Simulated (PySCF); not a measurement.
Input file:

```
{"job": {"xc": "KT2", "basis": "pcSseg-1", "solvent": "methanol", "kind": "nmr", "pop": true}, "charge": 0, "multiplicity": 1}
C     -2.300395    -0.293696    -0.933479
C     -1.684938    -0.901926     0.327376
C     -0.438833    -0.189530     0.688841
N     -0.297496     0.546368     1.759627
O      0.966802     1.028861     1.706718
C      1.516393     0.544137     0.584181
C      2.889804     0.869848     0.214413
N      3.486767     0.462193    -0.811318
N      0.686321    -0.213513    -0.077311
H     -2.570454     0.745507    -0.760589
H     -1.590018    -0.337764    -1.755342
H     -3.195259    -0.843684    -1.211763
H     -2.377103    -0.833699     1.166482
H     -1.441630    -1.950158     0.143005
H      3.415926     1.522567     0.903421
H      2.926516    -0.146568    -1.408238
```

Run with:

```sh
OMP_NUM_THREADS=1 python ens_run.py task.json out
```

Geometry: GFN2-xTB.

These are results of PySCF 2.14.0, KT2/pcSseg-1, SCF density, in a methanol solvent model, non-relativistic, not measurements.

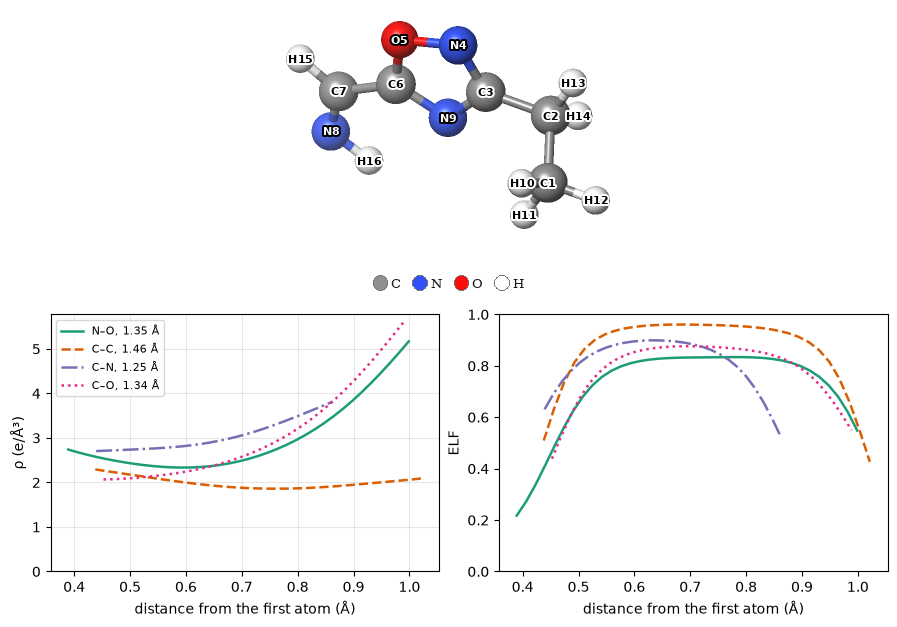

C5H7N3O (SMILES [H]/N=C\c1nc(CC)no1). Total electron density and electron localisation function along straight lines between neighbouring atoms. The curves leave out the atomic cores. The structure is drawn too.

Q: What can be read from the curves?

A: N–O (1.35 Å): the density is about 2.4 e/Å³ at the midpoint; the ELF peaks at about 0.85 between the atoms (a covalent bond).
C–C (1.46 Å): ρ at the midpoint is about 1.9 e/Å³; the ELF peaks at about 0.95 between the atoms: a covalent bond.
C–N (1.25 Å): ρ at the midpoint is about 2.9 e/Å³; the ELF peaks at about 0.90 between the atoms: a short, multiple covalent bond.
C–O (1.34 Å): ρ at the midpoint is about 2.5 e/Å³; the ELF peaks at about 0.90 between the atoms: a shared but strongly polarised pair.
